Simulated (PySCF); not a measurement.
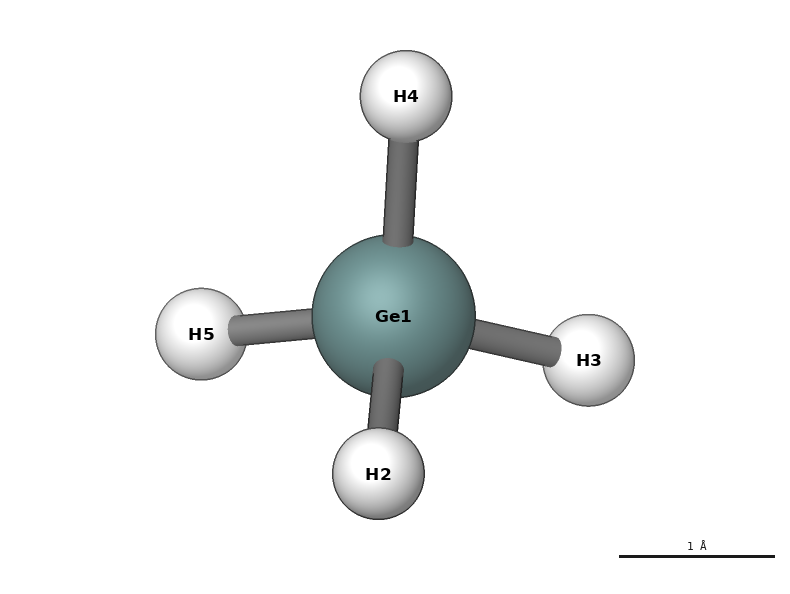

The atoms are numbered. The computed structure is the end point of a PBE0-D3(BJ)/def2-SVP optimisation. No frequency run is at hand to confirm it as a minimum.

List the bonds and their lengths.

```json
{"bond": "Ge1–H2", "length (Å)": "1.537"}
{"bond": "Ge1–H3", "length (Å)": "1.537"}
{"bond": "Ge1–H4", "length (Å)": "1.537"}
{"bond": "Ge1–H5", "length (Å)": "1.537"}
```
